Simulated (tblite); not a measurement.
## C3H6NSi: geometry relaxation

The run: geometry relaxation of C3H6NSi, multiplicity 2. Method and program: GFN2-xTB geometry optimisation, gas phase (tblite 0.8.0).

It belongs to a series of runs on one base structure; here: H removed from Si.

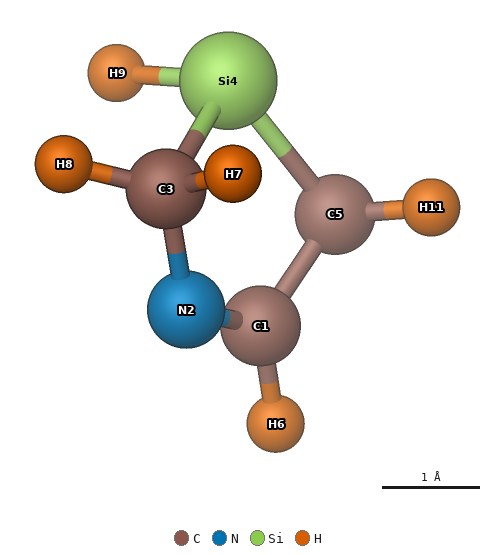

Fig. 1: The starting structure (ball-and-stick view, seen at a tilt; atoms are numbered from 1 in the order of the input).

Summary

```csv
quantity,value
outcome,converged
total energy,−381.9296 eV
hardware,"1 CPU thread, shared host"
peak memory,0.18 GiB
```

The input
```
{"job": {"kind": "relax", "xc": "GFN2-xTB", "basis": "xTB"}, "charge": 0, "multiplicity": 2}
C     -0.464500    -1.007600     0.431800
N      0.737300    -1.018300     0.244600
C      1.417700    -0.002100    -0.438700
Si     0.107800     1.384500    -0.251900
C     -1.268500     0.118100    -0.088700
H     -1.003200    -1.830700     0.990200
H      1.484500    -0.216500    -1.518900
H      2.369200     0.327600     0.019600
H      0.356600     1.911800     1.106100
H     -2.074400     0.451900     0.589800
H     -1.657100    -0.116200    -1.110000
```

The first line tells a small driver script what to run in tblite; the rest is the geometry in Å.

Run as:
```bash
OMP_NUM_THREADS=1 python <driver script> task.json out
```

The program's output
```
step      E/eV     max force
  0    -381.41808    4.452
  1    -381.58981    3.532
  2    -381.72881    1.085
  3    -381.77877    0.763
  4    -381.81201    0.815
  5    -381.83554    0.377
  6    -381.84357    0.277
  7    -381.85272    0.299
  8    -381.85934    0.290
  9    -381.86391    0.180
 10    -381.86642    0.142
 11    -381.86875    0.148
 12    -381.87132    0.161
 13    -381.87452    0.199
 14    -381.87800    0.220
 15    -381.88129    0.169
 16    -381.88401    0.149
 17    -381.88598    0.102
 18    -381.88733    0.100
 19    -381.88836    0.092
 20    -381.88934    0.090
 21    -381.89038    0.106
 22    -381.89141    0.096
 23    -381.89232    0.076
 24    -381.89313    0.087
 25    -381.89400    0.096
 26    -381.89518    0.100
 27    -381.89678    0.128
 28    -381.89867    0.157
 29    -381.90046    0.153
 30    -381.90214    0.133
 31    -381.90392    0.116
 32    -381.90577    0.131
 33    -381.90783    0.128
 34    -381.91047    0.162
 35    -381.91400    0.195
 36    -381.91804    0.220
 37    -381.92144    0.194
 38    -381.92331    0.110
 39    -381.92346    0.123
 40    -381.92469    0.098
 41    -381.92526    0.090
 42    -381.92666    0.068
 43    -381.92721    0.093
 44    -381.92804    0.101
 45    -381.92863    0.074
 46    -381.92904    0.041
 47    -381.92917    0.068
 48    -381.92935    0.027
 49    -381.92942    0.026
 50    -381.92950    0.016
 51    -381.92954    0.020
 52    -381.92959    0.013
 53    -381.92960    0.007
```

Trajectory as extended XYZ (Å, eV, eV/Å), 20 of the 54 frames kept, from step=0 to step=53
```
11
Properties=species:S:1:pos:R:3:forces:R:3 step=0 energy=-381.41808
C    -0.4645   -1.0076    0.4318   -3.5310  -0.4920   0.6670
N     0.7373   -1.0183    0.2446    3.8410  -2.1670   0.6100
C     1.4177   -0.0021   -0.4387   -0.4140   1.4950  -0.8260
Si    0.1078    1.3845   -0.2519    0.5050   1.4230   0.1870
C    -1.2685    0.1181   -0.0887   -1.3980   0.4620  -0.5430
H    -1.0032   -1.8307    0.9902    0.9290   0.7690  -0.5960
H     1.4845   -0.2165   -1.5189    0.5530  -0.3220   0.5370
H     2.3692    0.3276    0.0196   -0.3490  -0.8820  -0.3850
H     0.3566    1.9118    1.1061   -0.1070   0.2260  -0.0050
H    -2.0744    0.4519    0.5898    0.1180  -0.4940  -0.5050
H    -1.6571   -0.1162   -1.1100   -0.1480  -0.0180   0.8600
11
Properties=species:S:1:pos:R:3:forces:R:3 step=3 energy=-381.77877
C    -0.4738   -1.0120    0.4281   -0.4840   0.0760  -0.0220
N     0.7695   -1.0734    0.2705    0.7100   0.1520  -0.2340
C     1.3913    0.0343   -0.4505   -0.2370  -0.2010   0.1250
Si    0.1173    1.4306   -0.2439   -0.1310   0.2590   0.0990
C    -1.2869    0.1337   -0.1009    0.2770   0.1810   0.0500
H    -0.9766   -1.8128    0.9755    0.2360   0.1590  -0.1630
H     1.5103   -0.2316   -1.5044    0.2740  -0.2120   0.2110
H     2.3575    0.2920    0.0008   -0.1440  -0.4350  -0.2260
H     0.3524    1.9269    1.1113   -0.0480   0.3620   0.1860
H    -2.0834    0.4343    0.5752   -0.1740  -0.2630  -0.1390
H    -1.6721   -0.1193   -1.0875   -0.2790  -0.0770   0.1130
11
Properties=species:S:1:pos:R:3:forces:R:3 step=6 energy=-381.84357
C    -0.4652   -1.0030    0.4162   -0.0560   0.0570   0.0210
N     0.7839   -1.0737    0.2638   -0.1430   0.1150  -0.1160
C     1.3704    0.0308   -0.4471    0.2030   0.0660  -0.1140
Si    0.1120    1.4629   -0.2314    0.0690  -0.1190   0.0850
C    -1.2742    0.1498   -0.1012   -0.1350  -0.0620   0.0110
H    -0.9532   -1.8001    0.9606   -0.0250  -0.0620  -0.0150
H     1.5402   -0.2559   -1.4848   -0.0280  -0.1050  -0.0680
H     2.3464    0.2445   -0.0217    0.1780  -0.0630   0.1060
H     0.3458    1.9678    1.1296   -0.0590   0.2690   0.0280
H    -2.1012    0.4048    0.5596   -0.0060  -0.1240   0.0320
H    -1.6994   -0.1252   -1.0696    0.0020   0.0280   0.0300
11
Properties=species:S:1:pos:R:3:forces:R:3 step=8 energy=-381.85934
C    -0.4699   -0.9957    0.4144    0.1860  -0.0350  -0.0670
N     0.7796   -1.0618    0.2501   -0.2080  -0.1710   0.1070
C     1.3810    0.0325   -0.4541    0.0180   0.1150   0.0050
Si    0.1152    1.4625   -0.2199    0.0740  -0.0220   0.0700
C    -1.2795    0.1503   -0.0995   -0.0360   0.0110   0.0240
H    -0.9481   -1.8014    0.9544   -0.0270  -0.0550  -0.0020
H     1.5473   -0.2724   -1.4846   -0.0140  -0.0060  -0.1630
H     2.3580    0.2239   -0.0199    0.1560  -0.0020   0.0810
H     0.3384    2.0045    1.1376   -0.0650   0.1330  -0.1110
H    -2.1083    0.3849    0.5582   -0.1040   0.0030   0.1550
H    -1.7083   -0.1249   -1.0626    0.0200   0.0290  -0.0980
11
Properties=species:S:1:pos:R:3:forces:R:3 step=11 energy=-381.86875
C    -0.4704   -0.9969    0.4095   -0.0620  -0.0570  -0.0130
N     0.7754   -1.0662    0.2462    0.1300  -0.0340  -0.0210
C     1.3914    0.0346   -0.4563   -0.0190  -0.1310   0.0660
Si    0.1219    1.4593   -0.2083   -0.0280  -0.0160  -0.0460
C    -1.2869    0.1519   -0.0949    0.0250  -0.0050   0.0380
H    -0.9479   -1.8066    0.9491   -0.0090  -0.0080  -0.0400
H     1.5489   -0.2786   -1.4940   -0.0130   0.1110   0.0850
H     2.3753    0.2109   -0.0135   -0.0680  -0.0290  -0.0510
H     0.3274    2.0411    1.1310   -0.0340   0.0920  -0.0650
H    -2.1197    0.3731    0.5711    0.0370   0.0010   0.0140
H    -1.7101   -0.1198   -1.0660    0.0410   0.0760   0.0330
11
Properties=species:S:1:pos:R:3:forces:R:3 step=14 energy=-381.87800
C    -0.4680   -1.0106    0.3989   -0.0490  -0.0020   0.0710
N     0.7803   -1.0868    0.2446   -0.0910   0.0320  -0.0820
C     1.3951    0.0188   -0.4446   -0.0340   0.0770  -0.0060
Si    0.1259    1.4535   -0.2040   -0.0130  -0.0270  -0.0360
C    -1.2878    0.1521   -0.0822    0.1010  -0.0720   0.0080
H    -0.9509   -1.8167    0.9358   -0.0330  -0.0710  -0.0300
H     1.5478   -0.2625   -1.4918   -0.0260   0.0150   0.0750
H     2.3836    0.1919   -0.0146   -0.0450  -0.0220   0.0200
H     0.3076    2.0992    1.1061    0.0000   0.0550  -0.0350
H    -2.1250    0.3619    0.5905    0.1880  -0.0370  -0.1080
H    -1.7032   -0.0981   -1.0646    0.0040   0.0510   0.1220
11
Properties=species:S:1:pos:R:3:forces:R:3 step=17 energy=-381.88598
C    -0.4705   -1.0254    0.3968    0.0510  -0.0360  -0.0030
N     0.7764   -1.1033    0.2341   -0.0280  -0.0200   0.0030
C     1.3926    0.0133   -0.4333   -0.0240   0.0760  -0.0160
Si    0.1283    1.4491   -0.2030    0.0240   0.0950   0.0290
C    -1.2750    0.1460   -0.0699    0.0320   0.0380  -0.0200
H    -0.9584   -1.8363    0.9198   -0.0320  -0.0870  -0.0200
H     1.5435   -0.2463   -1.4826   -0.0160  -0.0560  -0.0600
H     2.3850    0.1720   -0.0116   -0.0110   0.0100   0.0990
H     0.2895    2.1586    1.0766    0.0170   0.0090  -0.0430
H    -2.1086    0.3489    0.5983    0.0240   0.0420   0.0610
H    -1.6975   -0.0739   -1.0511   -0.0370  -0.0700  -0.0300
11
Properties=species:S:1:pos:R:3:forces:R:3 step=20 energy=-381.88934
C    -0.4704   -1.0352    0.3959   -0.0320   0.0130  -0.0430
N     0.7749   -1.1101    0.2281    0.0560   0.0190  -0.0010
C     1.3906    0.0170   -0.4311    0.0140  -0.0750   0.0060
Si    0.1312    1.4557   -0.2016   -0.0200  -0.0300  -0.0470
C    -1.2675    0.1462   -0.0667   -0.0460  -0.0070   0.0090
H    -0.9645   -1.8539    0.9086    0.0370   0.0240  -0.0790
H     1.5394   -0.2454   -1.4831    0.0150  -0.0010   0.0370
H     2.3821    0.1655    0.0015   -0.0560   0.0210   0.0190
H     0.2847    2.1861    1.0609    0.0300   0.0360   0.0290
H    -2.0963    0.3491    0.6082    0.0100   0.0520   0.0440
H    -1.6987   -0.0723   -1.0466   -0.0100  -0.0520   0.0260
11
Properties=species:S:1:pos:R:3:forces:R:3 step=22 energy=-381.89141
C    -0.4696   -1.0405    0.3908   -0.0290   0.0460  -0.0150
N     0.7764   -1.1139    0.2257   -0.0410   0.0050  -0.0120
C     1.3892    0.0149   -0.4293    0.0060  -0.0130   0.0200
Si    0.1317    1.4595   -0.2044   -0.0240  -0.0910  -0.0180
C    -1.2661    0.1468   -0.0645   -0.0250  -0.0310   0.0210
H    -0.9655   -1.8641    0.8944    0.0360   0.0390  -0.0750
H     1.5384   -0.2462   -1.4815    0.0500   0.0060   0.0500
H     2.3749    0.1642    0.0130    0.0020   0.0310  -0.0160
H     0.2853    2.2046    1.0529    0.0220  -0.0010  -0.0150
H    -2.0878    0.3554    0.6194    0.0250   0.0160  -0.0080
H    -1.7015   -0.0780   -1.0424   -0.0230  -0.0070   0.0680
11
Properties=species:S:1:pos:R:3:forces:R:3 step=25 energy=-381.89400
C    -0.4713   -1.0415    0.3841    0.0230  -0.0160   0.0210
N     0.7740   -1.1175    0.2214   -0.0140  -0.0170  -0.0130
C     1.3878    0.0129   -0.4247    0.0160   0.0500   0.0120
Si    0.1291    1.4551   -0.2094    0.0070   0.0210   0.0170
C    -1.2668    0.1458   -0.0603    0.0000   0.0360   0.0070
H    -0.9638   -1.8728    0.8697   -0.0510  -0.0460   0.0070
H     1.5449   -0.2475   -1.4742    0.0740  -0.0040   0.0000
H     2.3670    0.1690    0.0252    0.0620   0.0220  -0.0010
H     0.2904    2.2200    1.0404    0.0020  -0.0540  -0.0790
H    -2.0757    0.3663    0.6320   -0.0410  -0.0160   0.0200
H    -1.7102   -0.0872   -1.0302   -0.0770   0.0240   0.0080
11
Properties=species:S:1:pos:R:3:forces:R:3 step=28 energy=-381.89867
C    -0.4748   -1.0493    0.3735   -0.0180  -0.0780  -0.0130
N     0.7682   -1.1300    0.2064    0.1160   0.0540   0.0100
C     1.3931    0.0147   -0.4111    0.0420  -0.0490  -0.0290
Si    0.1262    1.4457   -0.2170    0.0140   0.1020  -0.1190
C    -1.2705    0.1484   -0.0456   -0.0190  -0.0140   0.0080
H    -0.9723   -1.9016    0.8165   -0.0580  -0.0200   0.0450
H     1.5762   -0.2468   -1.4568    0.0550   0.0190  -0.0090
H     2.3687    0.1770    0.0494   -0.0270  -0.0230   0.0430
H     0.2954    2.2583    0.9927    0.0010  -0.0200   0.0220
H    -2.0604    0.3783    0.6653   -0.0380  -0.0380   0.0460
H    -1.7444   -0.0919   -0.9994   -0.0680   0.0670  -0.0050
11
Properties=species:S:1:pos:R:3:forces:R:3 step=31 energy=-381.90392
C    -0.4761   -1.0637    0.3602    0.0020   0.0500  -0.0590
N     0.7697   -1.1362    0.1955   -0.0680   0.0070   0.0230
C     1.4019    0.0147   -0.4016   -0.0160   0.0100  -0.0290
Si    0.1239    1.4466   -0.2411   -0.0290  -0.0840  -0.0740
C    -1.2761    0.1485   -0.0306    0.0060  -0.0360  -0.0170
H    -0.9865   -1.9290    0.7717    0.0660   0.0780   0.0220
H     1.6191   -0.2444   -1.4409    0.0180  -0.0030  -0.0260
H     2.3679    0.1835    0.0782   -0.0680  -0.0230   0.0830
H     0.3019    2.2852    0.9482   -0.0070  -0.0010   0.0320
H    -2.0501    0.3832    0.7018    0.0930  -0.0660   0.0190
H    -1.7900   -0.0857   -0.9674    0.0010   0.0680   0.0250
11
Properties=species:S:1:pos:R:3:forces:R:3 step=33 energy=-381.90783
C    -0.4774   -1.0672    0.3490    0.0180   0.0730  -0.0220
N     0.7697   -1.1331    0.1930   -0.0950  -0.0530  -0.0440
C     1.4047    0.0166   -0.4015   -0.0290   0.0300  -0.0010
Si    0.1187    1.4457   -0.2676   -0.0160  -0.0860   0.0930
C    -1.2792    0.1463   -0.0270   -0.0010   0.0480  -0.0510
H    -0.9898   -1.9351    0.7528    0.0860   0.0700   0.0300
H     1.6486   -0.2457   -1.4341    0.0110  -0.0220  -0.0050
H     2.3562    0.1912    0.1036   -0.0430   0.0050   0.0580
H     0.3113    2.2805    0.9316   -0.0370  -0.0390  -0.0750
H    -2.0360    0.3838    0.7224    0.1050  -0.0570   0.0420
H    -1.8211   -0.0803   -0.9481    0.0010   0.0330  -0.0260
11
Properties=species:S:1:pos:R:3:forces:R:3 step=36 energy=-381.91804
C    -0.4861   -1.0824    0.3038   -0.0510  -0.0310  -0.0180
N     0.7585   -1.1502    0.1590    0.1400   0.0130  -0.1690
C     1.4115    0.0166   -0.3869    0.0380  -0.0820   0.0090
Si    0.1038    1.4251   -0.3274    0.0660   0.0980   0.1490
C    -1.2867    0.1463   -0.0099   -0.0740   0.0420  -0.0130
H    -0.9936   -1.9697    0.6627   -0.0220   0.0210   0.0760
H     1.7448   -0.2424   -1.3982    0.0040  -0.0060   0.1190
H     2.3119    0.2064    0.2041   -0.0600   0.0090  -0.0470
H     0.3210    2.3242    0.8239   -0.0740  -0.0570  -0.1110
H    -1.9577    0.3788    0.8180    0.0330   0.0080   0.0230
H    -1.9221   -0.0503   -0.8751    0.0010  -0.0140  -0.0180
11
Properties=species:S:1:pos:R:3:forces:R:3 step=39 energy=-381.92346
C    -0.4913   -1.0993    0.2695    0.0440  -0.0150  -0.0610
N     0.7535   -1.1718    0.1177   -0.0620  -0.0300  -0.0110
C     1.4148    0.0082   -0.3723   -0.0340   0.0430  -0.0180
Si    0.1033    1.4156   -0.3439   -0.0050  -0.0520  -0.1020
C    -1.2892    0.1470    0.0048    0.1140  -0.0190   0.0320
H    -0.9979   -1.9917    0.6144   -0.0610  -0.0060   0.0300
H     1.7992   -0.2327   -1.3635    0.0650  -0.0100  -0.0650
H     2.2813    0.2007    0.2602    0.0480   0.0080   0.0460
H     0.3041    2.3795    0.7349   -0.0220   0.0680   0.1000
H    -1.8988    0.3639    0.8797   -0.0720   0.0670   0.0520
H    -1.9735   -0.0166   -0.8276   -0.0130  -0.0540  -0.0020
11
Properties=species:S:1:pos:R:3:forces:R:3 step=42 energy=-381.92666
C    -0.4949   -1.1101    0.2466   -0.0060   0.0260   0.0630
N     0.7491   -1.1804    0.0950    0.0210  -0.0230  -0.0330
C     1.4178    0.0093   -0.3677    0.0290  -0.0370  -0.0200
Si    0.0998    1.4104   -0.3682   -0.0080   0.0030   0.0120
C    -1.2879    0.1451    0.0178   -0.0320   0.0430   0.0030
H    -1.0085   -2.0054    0.5784   -0.0110   0.0120  -0.0080
H     1.8426   -0.2315   -1.3451    0.0240   0.0300   0.0000
H     2.2634    0.2064    0.2966   -0.0370  -0.0180  -0.0040
H     0.3024    2.4022    0.6959   -0.0430  -0.0240  -0.0080
H    -1.8715    0.3733    0.9130    0.0330   0.0000  -0.0280
H    -2.0069   -0.0167   -0.7881    0.0300  -0.0120   0.0210
11
Properties=species:S:1:pos:R:3:forces:R:3 step=45 energy=-381.92863
C    -0.4982   -1.1176    0.2257    0.0010   0.0210   0.0710
N     0.7436   -1.1953    0.0596    0.0150   0.0220   0.0050
C     1.4198    0.0046   -0.3661    0.0030  -0.0260  -0.0150
Si    0.0957    1.4019   -0.3950    0.0280   0.0090  -0.0120
C    -1.2848    0.1470    0.0299   -0.0020   0.0060   0.0010
H    -1.0195   -2.0116    0.5482    0.0080  -0.0120  -0.0330
H     1.8957   -0.2220   -1.3223    0.0150   0.0260  -0.0120
H     2.2287    0.2085    0.3406   -0.0190  -0.0390  -0.0030
H     0.2877    2.4175    0.6473   -0.0260  -0.0090  -0.0030
H    -1.8253    0.3789    0.9486   -0.0100   0.0100   0.0240
H    -2.0381   -0.0092   -0.7424   -0.0120  -0.0080  -0.0230
11
Properties=species:S:1:pos:R:3:forces:R:3 step=47 energy=-381.92917
C    -0.4979   -1.1168    0.2276    0.0050  -0.0120  -0.0110
N     0.7425   -1.1988    0.0512   -0.0170   0.0140   0.0150
C     1.4205    0.0012   -0.3679   -0.0390   0.0240   0.0030
Si    0.0966    1.4005   -0.4013    0.0240   0.0060  -0.0070
C    -1.2835    0.1488    0.0333    0.0350  -0.0130   0.0090
H    -1.0222   -2.0129    0.5400    0.0160  -0.0020  -0.0080
H     1.9081   -0.2169   -1.3188    0.0170  -0.0050  -0.0360
H     2.2184    0.2042    0.3489    0.0330  -0.0190   0.0260
H     0.2798    2.4213    0.6382   -0.0140  -0.0140  -0.0100
H    -1.8152    0.3816    0.9554   -0.0360   0.0290   0.0500
H    -2.0418   -0.0095   -0.7327   -0.0240  -0.0080  -0.0320
11
Properties=species:S:1:pos:R:3:forces:R:3 step=50 energy=-381.92950
C    -0.4981   -1.1164    0.2288    0.0030   0.0030  -0.0020
N     0.7425   -1.1966    0.0542    0.0020  -0.0030  -0.0080
C     1.4207    0.0024   -0.3678    0.0080  -0.0010   0.0050
Si    0.0980    1.4006   -0.4002   -0.0140   0.0030   0.0000
C    -1.2842    0.1485    0.0345   -0.0020   0.0150   0.0010
H    -1.0207   -2.0141    0.5382    0.0070  -0.0060   0.0030
H     1.9064   -0.2173   -1.3208   -0.0050  -0.0010  -0.0020
H     2.2226    0.2020    0.3471    0.0080  -0.0110   0.0060
H     0.2797    2.4211    0.6392   -0.0120  -0.0090  -0.0050
H    -1.8205    0.3836    0.9557    0.0010   0.0070  -0.0020
H    -2.0410   -0.0111   -0.7349    0.0030   0.0030   0.0010
11
Properties=species:S:1:pos:R:3:forces:R:3 step=53 energy=-381.92960
C    -0.4983   -1.1168    0.2273    0.0020   0.0000   0.0020
N     0.7418   -1.1982    0.0497    0.0040  -0.0020  -0.0040
C     1.4217    0.0016   -0.3673    0.0030  -0.0020   0.0040
Si    0.0982    1.3998   -0.4014   -0.0030   0.0020  -0.0060
C    -1.2834    0.1495    0.0372   -0.0020  -0.0020  -0.0040
H    -1.0205   -2.0153    0.5358    0.0040   0.0000   0.0000
H     1.9099   -0.2152   -1.3199   -0.0060  -0.0020   0.0030
H     2.2216    0.1969    0.3511    0.0040  -0.0010   0.0010
H     0.2733    2.4248    0.6334   -0.0020   0.0000   0.0050
H    -1.8178    0.3848    0.9595    0.0030   0.0050  -0.0020
H    -2.0411   -0.0092   -0.7313   -0.0060   0.0030   0.0010
```

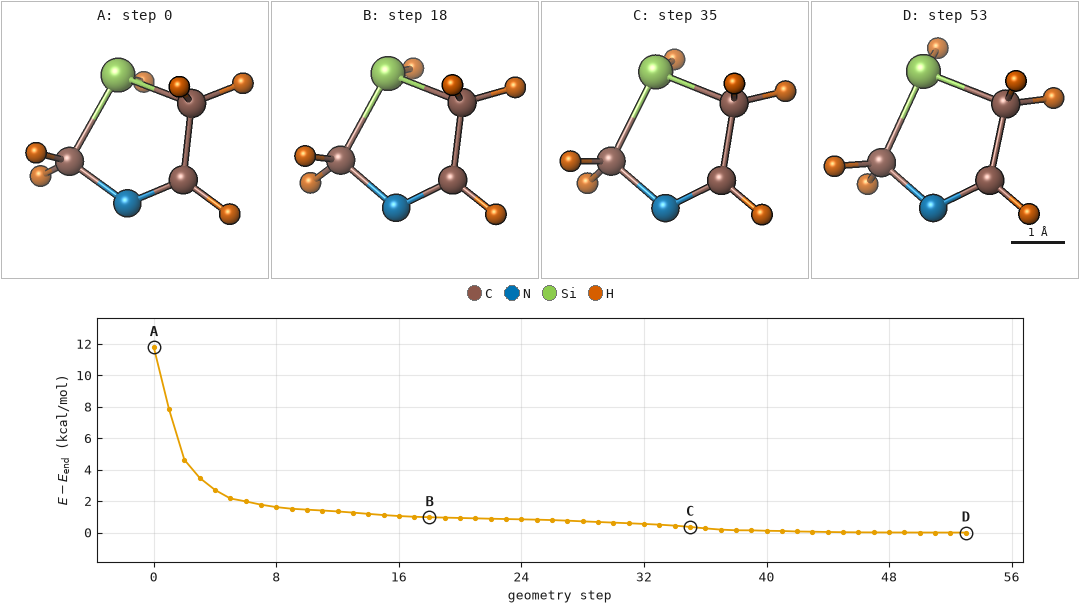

Fig. 2: Frames of the relaxation (ball-and-stick view, seen at a tilt) above the curves, on which the letters mark them (steps are counted from 0).

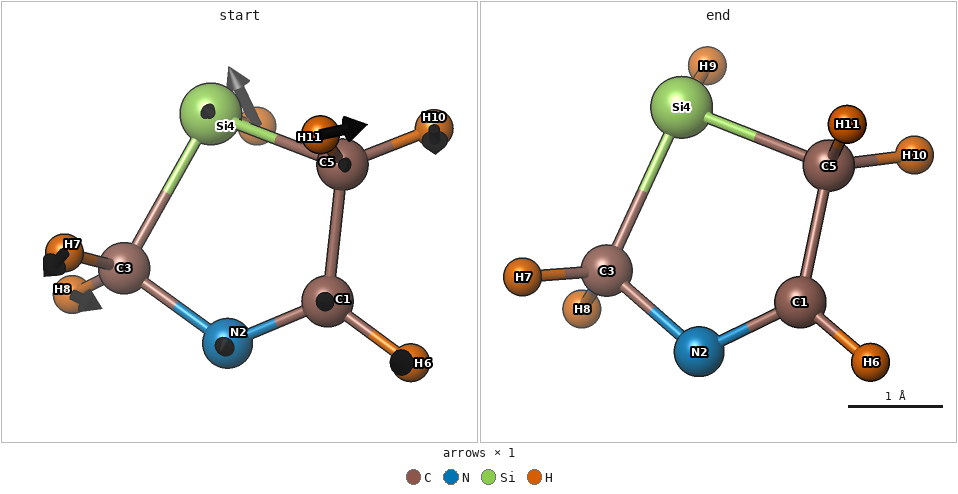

Fig. 3: Before (left) and after (right) the relaxation, at one scale (ball-and-stick view, seen at a tilt). The black arrows give the displacements, at true length. H9 moves most after the best rigid fit: 0.73 Å. Largest moves by element: H 0.73 Å, N 0.25 Å, C 0.22 Å, Si 0.17 Å. Among the contacts that change: C1–H6 1.131 → 1.084 Å, N2–C3 1.401 → 1.441 Å, C1–N2 1.216 → 1.255 Å, Si4–C5 1.877 → 1.914 Å. Among the angles that change: C3–Si4–H9 103.5° → 114.4°, Si4–C3–H7 106.1° → 115.8°, N2–C3–Si4 98.4° → 106.6°. Over 53 geometry steps the energy falls by 11.8 kcal/mol. Largest force component: 3.8 eV/Å at the start, 0.006 eV/Å at the end. (Atoms are counted from 1 in the order of the input.)
